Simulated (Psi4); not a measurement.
# CH5BN (SMILES B[N]C) at UHF/def2-SVPD

Aim: the vertical doublet–quartet gap of CH5BN at UHF/def2-SVPD, from 2 runs. 

The results are computed with Psi4 1.11.

1 further run of the same task is left out (set aside as unsound or not needed). Runs told in other sessions of the task aren't counted.

## (1) The system as given

The species is CH5BN (8 atoms), meant as a doublet with charge 0. SMILES: `B[N]C`. Geometry: relaxed at PBE0-D4/def2-TZVP.

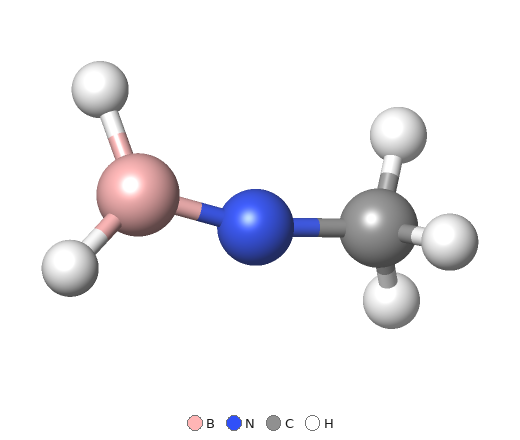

Viewed from a chosen angle; boron pink, nitrogen blue, carbon grey, hydrogen white.

## (2) Energy and gradient at UHF/def2-SVPD

ch5bn.py reads:

```python
import psi4

psi4.set_memory('2200 MB')
psi4.set_num_threads(1)
psi4.set_output_file('run.log', False)

molecule = psi4.geometry("""
0 2
B
N 1 1.332179
C 2 1.38977 1 164.57208
H 1 1.20999 2 118.68565 3 0.2536
H 1 1.203456 4 120.25709 2 -179.9902
H 3 1.095557 2 112.16523 1 -118.63753
H 3 1.095506 6 109.23966 2 125.02563
H 3 1.101909 7 107.02394 6 -115.53757
units angstrom
symmetry c1
no_reorient
no_com
""")

psi4.set_options({
    'basis': 'def2-SVPD',
    'reference': 'uhf',
    'puream': True,
    'e_convergence': 1e-09,
    'd_convergence': 1e-08,
    'scf_type': 'pk',
    'maxiter': 100,
})

energy_value, wavefunction = psi4.gradient('hf', return_wfn=True)
psi4.oeprop(wavefunction, 'QUADRUPOLE', 'MULLIKEN_CHARGES', 'DIPOLE', title='HF')
print('gradient / Eh bohr^-1')
print(energy_value.np.round(6))
print(f'energy = {wavefunction.energy():.10f} Eh')
```

On the command line:

```
$ python ch5bn.py
```

run.log:

```text
[...]
  Running in c1 symmetry.
[...]
  Nuclear repulsion =   63.858630363550844
[...]
  Multiplicity = 2
[...]
  Nalpha       = 12
  Nbeta        = 11
[...]
    Number of basis functions: 100
[...]
   @UHF iter   1:  -119.68252760925535   -8.13515e-01   3.39541e-03 ADIIS/DIIS
[...]
   @UHF iter  16:  -119.79549873658171   -2.50111e-12   4.94330e-09 DIIS
[...]
   @S^2 Observed:                7.796016845E-01
[...]
    Orbital Energies [Eh]
    ---------------------
    Alpha Occupied:
       1A    -15.594128     2A    -11.284651     3A     -7.588969
       4A     -1.218955     5A     -0.934682     6A     -0.709683
       7A     -0.665447     8A     -0.630290     9A     -0.577207
      10A     -0.531237    11A     -0.437129    12A     -0.405487
    Alpha Virtual:
      13A      0.082358    14A      0.114368    15A      0.142062
      16A      0.170452    17A      0.182227    18A      0.199733
      19A      0.202136    20A      0.205545    21A      0.221293
      22A      0.243397    23A      0.261000    24A      0.270476
      25A      0.274181    26A      0.282315    27A      0.351129
[...]
  @UHF Final Energy:  -119.79549873658171
   => Energetics <=
    Nuclear Repulsion Energy =             63.8586303635508443
    One-Electron Energy =                -286.9392037768250248
    Two-Electron Energy =                 103.2850746766924743
    Total Energy =                       -119.7954987365817061
  UHF NO Occupations:
  HONO-2 :   10  A 1.9967079
  HONO-1 :   11  A 1.9927760
  HONO-0 :   12  A 1.0000000
  LUNO+0 :   13  A 0.0072240
  LUNO+1 :   14  A 0.0032921
[...]
  -Total Gradient:
     Atom            X                  Y                   Z
    ------   -----------------  -----------------  -----------------
       1        0.000015314357     0.001993181120     0.024716526983
       2       -0.000027791433    -0.004923566249    -0.009684243008
       3        0.000061349450     0.007932255368    -0.017412878418
       4       -0.000001809638    -0.000632080956    -0.000675431391
       5       -0.000001293079    -0.000338814392    -0.000973729575
       6       -0.002537255143     0.000059077310     0.001373487636
       7        0.002511393468     0.000008698263     0.001358632333
       8       -0.000019907982    -0.004098750464     0.001297635440
[...]
 Multipole Moments:
 ------------------------------------------------------------------------------------
     Multipole            Electronic (a.u.)      Nuclear  (a.u.)        Total (a.u.)
 ------------------------------------------------------------------------------------
 L = 1.  Multiply by 2.5417464519 to convert [e a0] to [Debye]
 Dipole X            :          0.0011177           -0.0008773            0.0002404
 Dipole Y            :          0.7431736           -0.9056601           -0.1624865
 Dipole Z            :         -1.4276060            2.2256113            0.7980053
 Magnitude           :                                                    0.8143798
 L = 2.  Multiply by 1.3450342976 to convert [e a0^2] to [Debye ang]
 Quadrupole XX       :        -20.5906585            5.6984037          -14.8922548
 Quadrupole XY       :         -0.0346661            0.0331330           -0.0015331
[...]
  Mulliken Charges: (a.u.)
   Center  Symbol    Alpha    Beta     Spin     Total
       1     B     2.52751  2.75241 -0.22491 -0.27992
       2     N     4.26709  3.21472  1.05237 -0.48181
       3     C     2.58419  2.78143 -0.19724  0.63438
       4     H     0.53694  0.41863  0.11831  0.04444
       5     H     0.51532  0.41977  0.09555  0.06490
       6     H     0.51311  0.48794  0.02517 -0.00105
       7     H     0.51311  0.48814  0.02497 -0.00125
       8     H     0.54274  0.43696  0.10578  0.02030
   Total alpha = 12.00000, Total beta = 11.00000, Total charge =  0.00000
```

On the terminal:

```text
gradient / Eh bohr^-1
[[ 1.5000e-05  1.9930e-03  2.4717e-02]
 [-2.8000e-05 -4.9240e-03 -9.6840e-03]
 [ 6.1000e-05  7.9320e-03 -1.7413e-02]
 [-2.0000e-06 -6.3200e-04 -6.7500e-04]
 [-1.0000e-06 -3.3900e-04 -9.7400e-04]
 [-2.5370e-03  5.9000e-05  1.3730e-03]
 [ 2.5110e-03  9.0000e-06  1.3590e-03]
 [-2.0000e-05 -4.0990e-03  1.2980e-03]]
energy = -119.7954987366 Eh
```

It took 7.2 s on 1 thread of Intel Xeon Platinum 8488C (Sapphire Rapids), shared host; peak memory 0.38 GiB.

## (3) The quartet, same level

input.inp reads:

```
memory 2200 mb

molecule m {
  0 4
  B
  N 1 1.332179
  C 2 1.38977 1 164.57208
  H 1 1.20999 2 118.68565 3 0.2536
  H 1 1.203456 4 120.25709 2 -179.9902
  H 3 1.095557 2 112.16523 1 -118.63753
  H 3 1.095506 6 109.23966 2 125.02563
  H 3 1.101909 7 107.02394 6 -115.53757
  symmetry c1
}

set reference uhf
set puream true
set e_convergence 1e-09
set d_convergence 1e-08
set scf_type pk
set maxiter 100

e_tot, wfn = gradient("scf/def2-SVPD", return_wfn=True)
oeprop(wfn, "DIPOLE", "QUADRUPOLE", "WIBERG_LOWDIN_INDICES", title="SCF")
```

On the command line:

```
$ psi4 input.inp input.out -n 1
```

input.out, cut to the lines that bear on the results:

```text
[...]
  Running in c1 symmetry.
[...]
  Nuclear repulsion =   63.858630363550844
[...]
  Multiplicity = 4
[...]
  Nalpha       = 13
  Nbeta        = 10
[...]
    Number of basis functions: 100
[...]
   @UHF iter   1:  -119.45997404456573   -5.90962e-01   3.44106e-03 ADIIS/DIIS
[...]
   @UHF iter  15:  -119.61418263872645   -5.40012e-12   5.90991e-09 DIIS
[...]
   @S^2 Observed:                3.785642768E+00
[...]
    Orbital Energies [Eh]
    ---------------------
    Alpha Occupied:
       1A    -15.713198     2A    -11.335080     3A     -7.542995
       4A     -1.341016     5A     -1.005754     6A     -0.783637
       7A     -0.754954     8A     -0.742183     9A     -0.581724
      10A     -0.580033    11A     -0.566525    12A     -0.415908
      13A     -0.177887
    Alpha Virtual:
      14A      0.067624    15A      0.109175    16A      0.162618
      17A      0.168298    18A      0.172179    19A      0.184583
      20A      0.189168    21A      0.226526    22A      0.236118
      23A      0.241531    24A      0.250033    25A      0.255794
[...]
  @UHF Final Energy:  -119.61418263872645
   => Energetics <=
    Nuclear Repulsion Energy =             63.8586303635508443
    One-Electron Energy =                -285.8297772137848369
    Two-Electron Energy =                 102.3569642115075453
    Total Energy =                       -119.6141826387264473
  UHF NO Occupations:
  HONO-2 :   11  A 1.0000000
  HONO-1 :   12  A 1.0000000
  HONO-0 :   13  A 1.0000000
  LUNO+0 :   14  A 0.0079274
  LUNO+1 :   15  A 0.0037409
[...]
  -Total Gradient:
     Atom            X                  Y                   Z
    ------   -----------------  -----------------  -----------------
       1       -0.000051913794    -0.000377301679     0.200252290523
       2        0.000054980198    -0.003949396282    -0.186835456272
       3        0.000121223097     0.018214093122    -0.012866773821
       4        0.000005030454    -0.000086010890    -0.005946381645
       5       -0.000002409075    -0.000129001146    -0.005281183641
       6       -0.000921262523    -0.004169336951     0.004240073686
       7        0.000827142704    -0.004193541331     0.004227106935
       8       -0.000032791061    -0.005309504843     0.002210324235
[...]
 Multipole Moments:
 ------------------------------------------------------------------------------------
     Multipole            Electronic (a.u.)      Nuclear  (a.u.)        Total (a.u.)
[...]
```

Run time: 7.5 s. Hardware: 1 thread of Intel Xeon Platinum 8488C (Sapphire Rapids), shared host; peak memory 0.38 GiB.

## (4) Results

At UHF/def2-SVPD:

| quantity | value |
| --- | --- |
| doublet: total energy | -119.79550 Eh |
| doublet: dipole moment | 2.07 D |
| doublet: HOMO energy (highest over α and β) | -10.67 eV |
| doublet: LUMO energy (lowest over α and β) | 2.09 eV |
| doublet: ⟨S²⟩ | 0.780 |
| doublet: largest force on an atom | 1.275 eV/Å |
| quartet: total energy | -119.61418 Eh |
| quartet: dipole moment | 6.20 D |
| quartet: HOMO energy (highest over α and β) | -4.84 eV |
| quartet: LUMO energy (lowest over α and β) | 0.23 eV |
| quartet: ⟨S²⟩ | 3.786 |
| quartet: largest force on an atom | 10.297 eV/Å |
| vertical energy of the quartet above the doublet | 4.934 eV |

At this shape the quartet lies 4.93 eV (114 kcal/mol) above the doublet. The largest force (doublet) is 1.28 eV/Å: the shape isn't a stationary point for this species at this level. Mulliken charges (doublet) run from -0.48 on N2 to +0.63 on C3; in a basis this large or diffuse they mean little.
